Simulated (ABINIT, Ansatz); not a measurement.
# Lattice dynamics of YbP (Fm-3m) in two programs, part 3 of 4

Aim: the phonon dispersion of YbP (Fm-3m), checked by a second program.

ABINIT 10.8.3; DFT PBEsol, scalar-relativistic, plane waves, PseudoDojo norm-conserving, 4f in core pseudopotentials (the lanthanide files made for PBE).

So far. Step 4 (Zone-centre response): The acoustic modes at Γ come out as far as 0.9 cm⁻¹ from zero, where they should vanish, a small numerical error. Step 6 (Linear response at Γ): The acoustic modes at Γ come out as far as 0.6 cm⁻¹ from zero, where they should vanish, a small numerical error. The relaxed cell has a = 5.483 Å (conventional setting).

## 8. Dispersion

anaddb transforms the dynamical matrices to force constants and back along the path; points of the mesh come back as solved, but for the sum rule and, in polar crystals, the LO-TO term at Γ; the rest is interpolation.

anaddb.abi reads:

```
ddb_filepath "all_DDB"
output_file "anaddb.abo"
outdata_prefix "anaddb"
ifcflag 1
ngqpt 4 4 4
nqshft 1
q1shft 0.0 0.0 0.0
asr 1
chneut 0
dipdip 0
dipquad 0
quadquad 0
enunit 0
eivec 0
nph1l 62
qph1l 
    0.0 0.0 0.0 1.0
    0.05 0.0 0.05 1.0
    0.1 0.0 0.1 1.0
    0.15 0.0 0.15 1.0
    0.2 0.0 0.2 1.0
    0.25 0.0 0.25 1.0
    0.3 0.0 0.3 1.0
    0.35 0.0 0.35 1.0
    0.4 0.0 0.4 1.0
    0.45 0.0 0.45 1.0
    0.5 0.0 0.5 1.0
    0.5125 0.025 0.5125 1.0
    0.525 0.05 0.525 1.0
    0.5375 0.075 0.5375 1.0
    0.55 0.1 0.55 1.0
    0.5625 0.125 0.5625 1.0
    0.575 0.15 0.575 1.0
    0.5875 0.175 0.5875 1.0
    0.6 0.2 0.6 1.0
    0.6125 0.225 0.6125 1.0
    0.625 0.25 0.625 1.0
    0.375 0.375 0.75 1.0
    0.3375 0.3375 0.675 1.0
    0.3 0.3 0.6 1.0
    0.2625 0.2625 0.525 1.0
    0.225 0.225 0.45 1.0
    0.1875 0.1875 0.375 1.0
    0.15 0.15 0.3 1.0
    0.1125 0.1125 0.225 1.0
    0.075 0.075 0.15 1.0
    0.0375 0.0375 0.075 1.0
    0.0 0.0 0.0 1.0
    0.05 0.05 0.05 1.0
    0.1 0.1 0.1 1.0
    0.15 0.15 0.15 1.0
    0.2 0.2 0.2 1.0
    0.25 0.25 0.25 1.0
    0.3 0.3 0.3 1.0
    0.35 0.35 0.35 1.0
    0.4 0.4 0.4 1.0
    0.45 0.45 0.45 1.0
    0.5 0.5 0.5 1.0
    0.5 0.475 0.525 1.0
    0.5 0.45 0.55 1.0
    0.5 0.425 0.575 1.0
    0.5 0.4 0.6 1.0
    0.5 0.375 0.625 1.0
    0.5 0.35 0.65 1.0
    0.5 0.325 0.675 1.0
    0.5 0.3 0.7 1.0
    0.5 0.275 0.725 1.0
    0.5 0.25 0.75 1.0
    0.5 0.225 0.725 1.0
    0.5 0.2 0.7 1.0
    0.5 0.175 0.675 1.0
    0.5 0.15 0.65 1.0
    0.5 0.125 0.625 1.0
    0.5 0.1 0.6 1.0
    0.5 0.075 0.575 1.0
    0.5 0.05 0.55 1.0
    0.5 0.025 0.525 1.0
    0.5 0.0 0.5 1.0
```

mrgddb.in reads:

```
all_DDB
merged
8
dfpt_gammao_DDB
dfpt_qo_DS1_DDB
dfpt_qo_DS2_DDB
dfpt_qo_DS3_DDB
dfpt_qo_DS4_DDB
dfpt_qo_DS5_DDB
dfpt_qo_DS6_DDB
dfpt_qo_DS7_DDB
```

Launch:

```console
> mrgddb < mrgddb.in > mrgddb.log
> OMP_NUM_THREADS=1 anaddb anaddb.abi > anaddb.log
```

anaddb.abo, the main output file:

```text
[banners, grids, parts of the stress and lines that vanish by symmetry left out]
-outvars_anaddb: echo values of input variables ----------------------

 Flags :
[...]
Phonon wavevector (reduced coordinates) :  0.00000  0.00000  0.00000
 Phonon energies in Hartree :
[...]
Phonon frequencies in cm-1    :
-  0.000000E+00  0.000000E+00  0.000000E+00  2.524561E+02  2.524561E+02
-  2.524561E+02
[...]
Phonon wavevector (reduced coordinates) :  0.05000  0.00000  0.05000
 Phonon energies in Hartree :
[...]
Phonon frequencies in cm-1    :
-  1.621745E+01  1.621745E+01  3.248947E+01  2.534419E+02  2.534419E+02
-  2.569501E+02
[...]
Phonon wavevector (reduced coordinates) :  0.10000  0.00000  0.10000
 Phonon energies in Hartree :
[...]
Phonon frequencies in cm-1    :
-  3.096423E+01  3.096423E+01  6.189122E+01  2.559961E+02  2.559961E+02
-  2.684734E+02
[...]
Phonon wavevector (reduced coordinates) :  0.15000  0.00000  0.15000
 Phonon energies in Hartree :
[...]
Phonon frequencies in cm-1    :
-  4.339142E+01  4.339142E+01  8.634067E+01  2.591385E+02  2.591385E+02
-  2.823786E+02
[...]
Phonon wavevector (reduced coordinates) :  0.20000  0.00000  0.20000
 Phonon energies in Hartree :
[...]
Phonon frequencies in cm-1    :
-  5.350235E+01  5.350235E+01  1.051074E+02  2.618292E+02  2.618292E+02
-  2.939778E+02
  Phonon wavevector (reduced coordinates) :  0.25000  0.00000  0.25000
 Phonon energies in Hartree :
[...]
Phonon frequencies in cm-1    :
-  6.190783E+01  6.190783E+01  1.178172E+02  2.634107E+02  2.634107E+02
-  3.006235E+02
  Phonon wavevector (reduced coordinates) :  0.30000  0.00000  0.30000
 Phonon energies in Hartree :
[...]
Phonon frequencies in cm-1    :
-  6.928407E+01  6.928407E+01  1.240286E+02  2.637465E+02  2.637465E+02
-  3.022907E+02
  Phonon wavevector (reduced coordinates) :  0.35000  0.00000  0.35000
 Phonon energies in Hartree :
[...]
Phonon frequencies in cm-1    :
-  7.586024E+01  7.586024E+01  1.235915E+02  2.631177E+02  2.631177E+02
-  3.008767E+02
  Phonon wavevector (reduced coordinates) :  0.40000  0.00000  0.40000
 Phonon energies in Hartree :
[...]
Phonon frequencies in cm-1    :
-  8.128202E+01  8.128202E+01  1.178265E+02  2.620436E+02  2.620436E+02
-  2.987114E+02
  Phonon wavevector (reduced coordinates) :  0.45000  0.00000  0.45000
 Phonon energies in Hartree :
[...]
Phonon frequencies in cm-1    :
-  8.490021E+01  8.490021E+01  1.106106E+02  2.610986E+02  2.610986E+02
-  2.972126E+02
  Phonon wavevector (reduced coordinates) :  0.50000  0.00000  0.50000
 Phonon energies in Hartree :
[...]
Phonon frequencies in cm-1    :
-  8.617292E+01  8.617292E+01  1.072967E+02  2.607278E+02  2.607278E+02
-  2.967210E+02
  Phonon wavevector (reduced coordinates) :  0.51250  0.02500  0.51250
 Phonon energies in Hartree :
[...]
Phonon frequencies in cm-1    :
-  8.639563E+01  8.668041E+01  1.072418E+02  2.608103E+02  2.613610E+02
-  2.966766E+02
  Phonon wavevector (reduced coordinates) :  0.52500  0.05000  0.52500
 Phonon energies in Hartree :
[...]
Phonon frequencies in cm-1    :
-  8.705245E+01  8.817003E+01  1.070766E+02  2.610559E+02  2.632164E+02
-  2.965435E+02
  Phonon wavevector (reduced coordinates) :  0.53750  0.07500  0.53750
 Phonon energies in Hartree :
[...]
Phonon frequencies in cm-1    :
-  8.811041E+01  9.054986E+01  1.067992E+02  2.614581E+02  2.661666E+02
-  2.963228E+02
[...]
Phonon wavevector (reduced coordinates) :  0.50000  0.47500  0.52500
 Phonon energies in Hartree :
[...]
Phonon frequencies in cm-1    :
-  1.030061E+02  1.030184E+02  1.582839E+02  2.683263E+02  2.689383E+02
-  3.228190E+02
  Phonon wavevector (reduced coordinates) :  0.50000  0.45000  0.55000
 Phonon energies in Hartree :
[...]
Phonon frequencies in cm-1    :
-  1.032546E+02  1.032597E+02  1.554708E+02  2.686866E+02  2.709551E+02
-  3.217166E+02
  Phonon wavevector (reduced coordinates) :  0.50000  0.42500  0.57500
 Phonon energies in Hartree :
[...]
Phonon frequencies in cm-1    :
-  1.034663E+02  1.035885E+02  1.511445E+02  2.693609E+02  2.738525E+02
-  3.199082E+02
  Phonon wavevector (reduced coordinates) :  0.50000  0.40000  0.60000
 Phonon energies in Hartree :
[...]
Phonon frequencies in cm-1    :
-  1.034252E+02  1.038721E+02  1.458042E+02  2.704569E+02  2.771068E+02
-  3.174277E+02
  Phonon wavevector (reduced coordinates) :  0.50000  0.37500  0.62500
 Phonon energies in Hartree :
[...]
Phonon frequencies in cm-1    :
-  1.029724E+02  1.038939E+02  1.400936E+02  2.721039E+02  2.802330E+02
-  3.143142E+02
  Phonon wavevector (reduced coordinates) :  0.50000  0.35000  0.65000
 Phonon energies in Hartree :
[...]
Phonon frequencies in cm-1    :
-  1.020716E+02  1.033880E+02  1.347605E+02  2.744138E+02  2.828878E+02
-  3.106203E+02
[...]
Phonon wavevector (reduced coordinates) :  0.50000  0.02500  0.52500
 Phonon energies in Hartree :
[...]
Phonon frequencies in cm-1    :
-  8.636709E+01  8.742387E+01  1.071873E+02  2.612723E+02  2.616094E+02
-  2.966322E+02
  Phonon wavevector (reduced coordinates) :  0.50000  0.00000  0.50000
 Phonon energies in Hartree :
[...]
Phonon frequencies in cm-1    :
-  8.617292E+01  8.617292E+01  1.072967E+02  2.607278E+02  2.607278E+02
-  2.967210E+02
-
```

Wall time 0.73 s (1 thread of Intel Xeon Platinum 8259CL at 2.50GHz (Skylake/Cascade Lake), shared host).

This step gave:

| Property | Result |
| --- | --- |
| lowest frequency on the path | 0 cm⁻¹ |

Anaddb. The phonon branches at the labelled points (cm⁻¹):

| point | branch 1 | branch 2 | branch 3 | branch 4 | branch 5 | branch 6 |
| --- | --- | --- | --- | --- | --- | --- |
| Γ | 0 | 0 | 0 | 252 | 252 | 252 |
| X | 86 | 86 | 107 | 261 | 261 | 297 |
| U | 101 | 101 | 120 | 267 | 292 | 298 |
| jump to K | 101 | 101 | 120 | 267 | 292 | 298 |
| Γ | 0 | 0 | 0 | 252 | 252 | 252 |
| L | 103 | 103 | 159 | 268 | 268 | 323 |
| W | 98 | 98 | 126 | 287 | 287 | 295 |
| X | 86 | 86 | 107 | 261 | 261 | 297 |

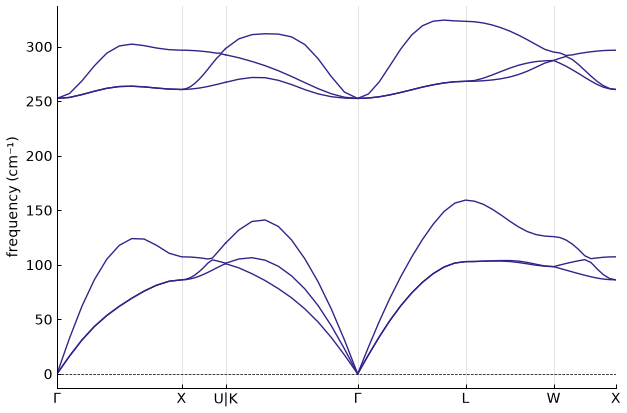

Phonon branches along the path.

All branches are real along the path.

## 9. Density of states

Sums over the zone need many more wavevectors than were solved, so the interpolation is sampled on a dense mesh.

anaddb.abi reads:

```
ddb_filepath "all_DDB"
output_file "anaddb.abo"
outdata_prefix "anaddb"
ifcflag 1
ngqpt 4 4 4
nqshft 1
q1shft 0.0 0.0 0.0
asr 1
chneut 0
dipdip 0
dipquad 0
quadquad 0
prtdos 2
ng2qpt 14 14 14
dosdeltae 4.5563e-06
ntemper 11
temperinc 100.0
tempermin 0.0
```

Launch:

```console
> OMP_NUM_THREADS=1 anaddb anaddb.abi > anaddb.log
```

anaddb.abo, the main output file:

```text
[banners, grids, parts of the stress and lines that vanish by symmetry left out]
-outvars_anaddb: echo values of input variables ----------------------

 Flags :
     ifcflag         1
 Miscellaneous information :
         asr         1
      chneut         0
 Interatomic Force Constants Inputs :
      dipdip         0
     dipquad         0
    quadquad         0
      ifcana         0
      ifcout         0
 Description of grid 1 :
        brav         1
       ngqpt         4         4         4
      nqshft         1
      q1shft
                     0.00000000E+00  0.00000000E+00  0.00000000E+00
 Phonon DOS information :
   dosdeltae  4.55630000E-06
    dossmear  4.55633525E-06
 Description of grid 2 (Fourier interp. or BZ sampling):
      ng2qpt        14        14        14
      ngrids         4
      q2shft         0.00000000E+00  0.00000000E+00  0.00000000E+00

================================================================================

 read the DDB information and perform some checks

  ==== Info on the Cryst% object ====
 Real(R)+Recip(G) space primitive vectors, cartesian coordinates (Bohr,Bohr^-1):
 R(1)=  0.0000000  5.1810839  5.1810839  G(1)= -0.0965049  0.0965049  0.0965049
 R(2)=  5.1810839  0.0000000  5.1810839  G(2)=  0.0965049 -0.0965049  0.0965049
 R(3)=  5.1810839  5.1810839  0.0000000  G(3)=  0.0965049  0.0965049 -0.0965049
 Unit cell volume ucvol=  2.7815820E+02 bohr^3
 Angles (23,13,12)=  6.00000000E+01  6.00000000E+01  6.00000000E+01 degrees
 Time-reversal symmetry is present
 Reduced atomic positions [iatom, xred, symbol]:
    1)    0.5000000  0.5000000  0.5000000  Yb
    2)    0.0000000  0.0000000  0.0000000   P

 DDB file with 8 blocks has been read.

================================================================================

 Calculation of the interatomic forces

       Homogeneous q point set in the B.Z.
 Grid q points  :       64
  1)   0.00000000E+00  0.00000000E+00  0.00000000E+00
  2)   2.50000000E-01  0.00000000E+00  0.00000000E+00
  3)   5.00000000E-01  0.00000000E+00  0.00000000E+00
  4)  -2.50000000E-01  0.00000000E+00  0.00000000E+00
  5)   0.00000000E+00  2.50000000E-01  0.00000000E+00
  6)   2.50000000E-01  2.50000000E-01  0.00000000E+00
  7)   5.00000000E-01  2.50000000E-01  0.00000000E+00
  8)  -2.50000000E-01  2.50000000E-01  0.00000000E+00
  9)   0.00000000E+00  5.00000000E-01  0.00000000E+00
 10)   2.50000000E-01  5.00000000E-01  0.00000000E+00
 11)   5.00000000E-01  5.00000000E-01  0.00000000E+00
 12)  -2.50000000E-01  5.00000000E-01  0.00000000E+00
 13)   0.00000000E+00 -2.50000000E-01  0.00000000E+00
 14)   2.50000000E-01 -2.50000000E-01  0.00000000E+00
[...]
58)   2.50000000E-01  5.00000000E-01 -2.50000000E-01
 59)   5.00000000E-01  5.00000000E-01 -2.50000000E-01
 60)  -2.50000000E-01  5.00000000E-01 -2.50000000E-01
 61)   0.00000000E+00 -2.50000000E-01 -2.50000000E-01
 62)   2.50000000E-01 -2.50000000E-01 -2.50000000E-01
 63)   5.00000000E-01 -2.50000000E-01 -2.50000000E-01
 64)  -2.50000000E-01 -2.50000000E-01 -2.50000000E-01

 The interatomic forces have been obtained

================================================================================

 Calculation of phonon density of states

 Average speed of sound partial sums:     0.1541142844E-02 (at units)
-                                   =           3.3715 [km/s]

 Debye frequency from partial sums:     0.9202290296E-03 (Ha)
-                                 =     0.6054816150E+01 (THz)
-Debye temperature from partial sums:     0.2905853447E+03 (K)

 Average speed of sound:     0.1827610473E-02 (at units)
-                      =           3.9982 [km/s]

 Debye frequency from DOS:     0.1091281200E-02 (Ha)
-                        =     0.7180285365E+01 (THz)
-Debye temperature from DOS:     0.3445993480E+03 (K)

-
```

Run time: 0.88 s. Hardware: 1 thread.

This step gave:

```
share of modes beyond 3i cm⁻¹ on the dense interpolated mesh : 0
zero-point energy per atom                                   : 35.76 meV
heat capacity at 300 K                                       : 22.93 J/(mol atoms K)
vibrational entropy at 300 K                                 : 31.52 J/(mol atoms K)
```

The phonon density of states has structure finer than the step of the table below, so its rows give means over 20 cm⁻¹, whole bins alone (the curve runs from -30 to 352 cm⁻¹). Peaks (cm⁻¹: height): 104.0: 0.141, 126.0: 0.0345, 270.0: 0.121, 312.0: 0.0461.

Tetrahedra. Phonon density of states against wavenumber; means over each step:

| wavenumber (cm⁻¹) | phonon density of states (1/cm⁻¹/cell) |
| --- | --- |
| 0 | 6.0e-6 |
| 20 | 3.7e-4 |
| 40 | 0.00243 |
| 60 | 0.00856 |
| 80 | 0.0271 |
| 100 | 0.0681 |
| 120 | 0.0219 |
| 140 | 0.0211 |
| 160 | 0.00160 |
| 180 | 0 |
| 200 | 0 |
| 220 | 0 |
| 240 | 0 |
| 260 | 0.0431 |
| 280 | 0.0576 |
| 300 | 0.0292 |
| 320 | 0.0198 |
| 340 | 0 |

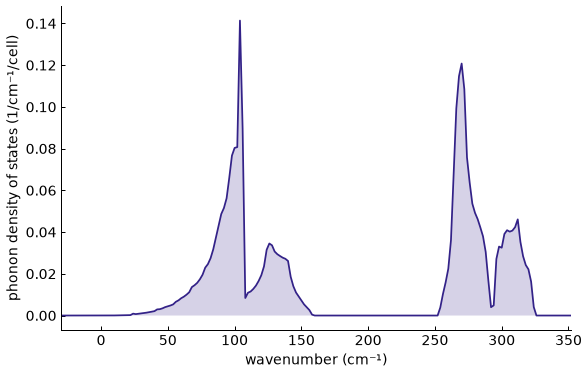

Phonon density of states, plotted against wavenumber.

Harmonic thermodynamic functions per atom, summed over the density of states scaled to three modes an atom; melting is ignored. Thermodynamic functions:

| T (K) | F_vib (meV/atom) | S (J/mol-atom/K) | C_V (J/mol-atom/K) |
| --- | --- | --- | --- |
| 0 | 35.76 | 0 | 0 |
| 50 | 35.3 | 3.195 | 6.728 |
| 100 | 31.81 | 10.3 | 14.09 |
| 200 | 14.44 | 22.6 | 20.84 |
| 300 | -13.85 | 31.52 | 22.93 |
| 400 | -50.15 | 38.25 | 23.77 |
| 500 | -92.67 | 43.6 | 24.18 |
| 600 | -140.2 | 48.03 | 24.41 |
| 700 | -192 | 51.81 | 24.55 |
| 800 | -247.4 | 55.09 | 24.64 |
| 900 | -306.1 | 58 | 24.7 |
| 1000 | -367.6 | 60.6 | 24.75 |

At 300 K the heat capacity has reached 92 % of the Dulong-Petit value.

(Part 3 of 4 ends here.)

[Host names and launcher messages were left out of these logs when they were recorded.]

[Logs are printed without paths, hosts, clocks, repeated set-up lines and the standing remarks that a program may print on its own settings, such as how far it seeks lower states.]

[Hosts, paths, dates, database ids (printed as entryN), source tags and the programs' standing remarks are cut or masked in the printed files.]
